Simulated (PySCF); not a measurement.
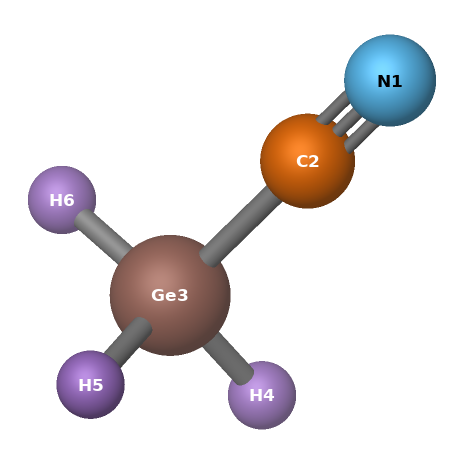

The geometry was computed by an optimisation with GFN2-xTB. No frequency run is at hand to confirm it as a minimum. Properties computed with B3LYP/pcJ-1 (pcSseg-1 on Ge) indirect spin-spin coupling, non-relativistic, gas phase (PySCF 2.14.0). Isotopes: 13C, 1H, 15N.

Give the spin–spin coupling constants of these pairs, with the number of bonds between them: C2/H4, C2/H5, C2/H6, H4/H6, H5/H6, N1/H4.

```
  pair  bonds apart  J (Hz)
C2, H4            2     7.2
C2, H5            2     7.2
C2, H6            2     7.2
H4, H6            2     8.1
H5, H6            2     8.1
N1, H4            3    −1.0
```

The geometry is semi-empirical. Around Ge such bond lengths and angles can be off by a tenth of an ångström or more and by several degrees, and values that hang on the shape move with them.
